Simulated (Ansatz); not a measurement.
**Two runs on CH₃FSSi**

System: CH₃FSSi.
Method of run 1: RKS r2SCAN0-D4/def2-TZVP (Ansatz 0.2.0).

Text and figures count atoms from 1; the logs count them from 0 in places.

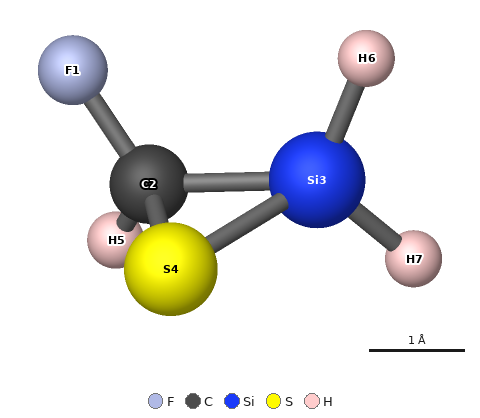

Figure 1. The structure as given in the input (ball-and-stick view, seen at a tilt; atoms are numbered from 1 in the order of the input).

**Input, run 1**
```yaml
crystal:
  periodic: [false, false, false]
  atoms:
    - { symbol: F, position_ang: [-1.898262, 0.101158, 0.437437] }
    - { symbol: C, position_ang: [-0.739788, 0.151062, -0.428158] }
    - { symbol: Si, position_ang: [0.949019, -0.024569, 0.301824] }
    - { symbol: S, position_ang: [-0.015393, -1.490607, -0.828265] }
    - { symbol: H, position_ang: [-0.948128, 0.692493, -1.245135] }
    - { symbol: H, position_ang: [1.037998, -0.205094, 1.758403] }
    - { symbol: H, position_ang: [2.101673, 0.682012, -0.282483] }
basis:
  gaussian: { orbitals: def2-TZVP }
hamiltonian:
  xc: { name: r2SCAN0 }
  dispersion: d4
output:
  forces: true
```

Launched with:
```bash
ansatz run input.yaml --threads 1 --pin off --max-ram 2560MiB --backend cpu --events-out ev --progress --plain --runs-dir out
```

Hardware: 1 thread of Intel Xeon Gold (Sapphire Rapids), 64 GiB of memory available, shared host.

**Output (run 1)**
```
Engine: ansatz 0.2.0, x86_64-unknown-linux-gnu
Functional definition: r2SCAN0
  parameter a = 0.25
  parameter k0 = 0.174
  parameter k1 = 0.065
  parameter a1 = 4.9479
  exchange = (1 - a)*r2scan_x(k0 = k0, k1 = k1, a1 = a1) + a*exact_x
  correlation = r2scan_c
1007 factors; their error is unknown
mean field evaluation 1: about -22510.9151 eV, gradient 3.2e1 eV
mean field evaluation 2: about -22509.2210 eV, gradient 4.2e1 eV
mean field evaluation 4: about -22513.2115 eV, gradient 1.7e0 eV
mean field evaluation 8: about -22513.2187 eV, gradient 3.3e-2 eV
mean field evaluation 16: about -22513.2826 eV, gradient 1.0e-4 eV
mean field -22513.28256446 eV, -827.3478741930 hartree, gradient 1.5e-5 eV, S^2 0.000000; 0 other end points of the search recorded, 0 dependent functions left out
the calculation of the forces begins
reference -22513.28257273 eV, -827.3478744966 hartree; 24, 24 occupied and 130, 130 virtual orbitals, 1007 factors
Total energy: -22513.32413782 eV, -827.3494019858 hartree
Atom 0 at    -1.898262     0.101158     0.437437 Å, force     1.868653     0.077218    -1.379729 eV/Å
Atom 1 at    -0.739788     0.151062    -0.428158 Å, force    -0.560670    -2.182256     3.940548 eV/Å
Atom 2 at     0.949019    -0.024569     0.301824 Å, force    -0.142805    -0.015518     0.130704 eV/Å
Atom 3 at    -0.015393    -1.490607    -0.828265 Å, force    -0.169246     0.201494     0.085888 eV/Å
Atom 4 at    -0.948128     0.692493    -1.245135 Å, force    -0.983579     1.908036    -2.750560 eV/Å
Atom 5 at     1.037998    -0.205094     1.758403 Å, force     0.006598    -0.000573    -0.017026 eV/Å
Atom 6 at     2.101673     0.682012    -0.282483 Å, force    -0.018951     0.011600    -0.009825 eV/Å
Dipole moment:     0.450631     0.254895    -0.057541 e Å
```

The input of run 2 differs as follows (lines with − go, lines with + come):
```diff
-    - { symbol: C, position_ang: [-0.739788, 0.151062, -0.428158] }
-    - { symbol: Si, position_ang: [0.949019, -0.024569, 0.301824] }
-    - { symbol: S, position_ang: [-0.015393, -1.490607, -0.828265] }
-    - { symbol: H, position_ang: [-0.948128, 0.692493, -1.245135] }
-    - { symbol: H, position_ang: [1.037998, -0.205094, 1.758403] }
-    - { symbol: H, position_ang: [2.101673, 0.682012, -0.282483] }
+    - { symbol: C, position_ang: [-0.960755, 0.141544, -0.263055] }
+    - { symbol: Si, position_ang: [0.728052, -0.034088, 0.466927] }
+    - { symbol: S, position_ang: [-0.23636, -1.500125, -0.663161] }
+    - { symbol: H, position_ang: [-1.21068, 0.791044, -1.243101] }
+    - { symbol: H, position_ang: [0.817031, -0.214613, 1.923507] }
+    - { symbol: H, position_ang: [1.880706, 0.672494, -0.11738] }
```

Predict how the results change.

With the same method and basis, run 2 lies 21.2 kcal/mol higher. The largest force goes from 4.539 to 12.462 eV/Å.

**Output (run 2)**
```
Engine: ansatz 0.2.0, x86_64-unknown-linux-gnu
Functional definition: r2SCAN0
  parameter a = 0.25
  parameter k0 = 0.174
  parameter k1 = 0.065
  parameter a1 = 4.9479
  exchange = (1 - a)*r2scan_x(k0 = k0, k1 = k1, a1 = a1) + a*exact_x
  correlation = r2scan_c
1007 factors; their error is unknown
mean field evaluation 1: about -22510.2749 eV, gradient 3.1e1 eV
mean field evaluation 2: about -22508.9250 eV, gradient 3.9e1 eV
mean field evaluation 4: about -22512.2928 eV, gradient 1.6e0 eV
mean field evaluation 8: about -22512.2988 eV, gradient 2.2e-2 eV
mean field evaluation 16: about -22512.3645 eV, gradient 6.2e-5 eV
mean field -22512.36450689 eV, -827.3141361993 hartree, gradient 1.6e-5 eV, S^2 0.000000; 0 other end points of the search recorded, 0 dependent functions left out
the calculation of the forces begins
reference -22512.36451528 eV, -827.3141365077 hartree; 24, 24 occupied and 130, 130 virtual orbitals, 1007 factors
Total energy: -22512.40643787 eV, -827.3156771344 hartree
Atom 0 at    -1.898262     0.101158     0.437437 Å, force   -10.048952    -0.354074     7.361446 eV/Å
Atom 1 at    -0.960755     0.141544    -0.263055 Å, force     7.982216     2.397749    -8.739337 eV/Å
Atom 2 at     0.728052    -0.034088     0.466927 Å, force     0.497842     0.068775    -0.291519 eV/Å
Atom 3 at    -0.236360    -1.500125    -0.663161 Å, force     0.483059    -0.593297    -0.289704 eV/Å
Atom 4 at    -1.210680     0.791044    -1.243101 Å, force     1.042803    -1.466674     1.889842 eV/Å
Atom 5 at     0.817031    -0.214613     1.923507 Å, force    -0.020338    -0.007343     0.044405 eV/Å
Atom 6 at     1.880706     0.672494    -0.117380 Å, force     0.063370    -0.045136     0.024868 eV/Å
Dipole moment:     0.141592     0.320626     0.102405 e Å
```

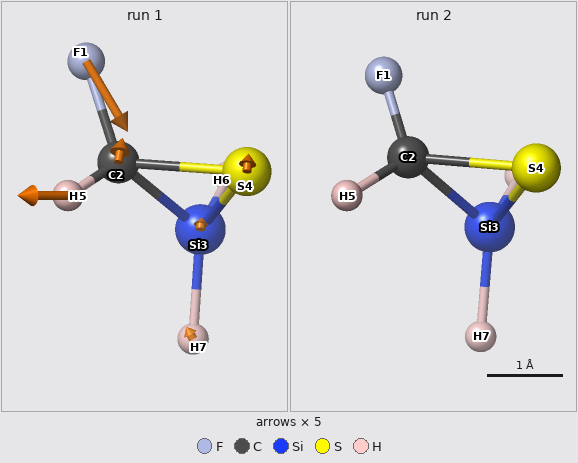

Figure 2. The two input geometries at one scale (ball-and-stick view, seen at a tilt). The orange arrows on the first give the shifts of the atoms after the best rigid fit, magnified 5 times. The largest move after the best rigid fit is that of F1, 0.22 Å. By element the largest moves are F 0.22 Å, H 0.16 Å, C 0.08 Å, S 0.05 Å, Si 0.04 Å. Among the contacts that change: F1–C2 1.447 → 1.171 Å, C2–H5 1.002 → 1.202 Å.

**The two runs side by side**

| quantity | run 1 | run 2 |
| --- | --- | --- |
| outcome | converged | converged |
| total energy (hartree) | −827.349402 | −827.315677 |
| largest force (eV/Å) | 4.539 | 12.462 |
| basis functions | 154 | 154 |
| wall time (shared host) | 4.3 s | 4.2 s |
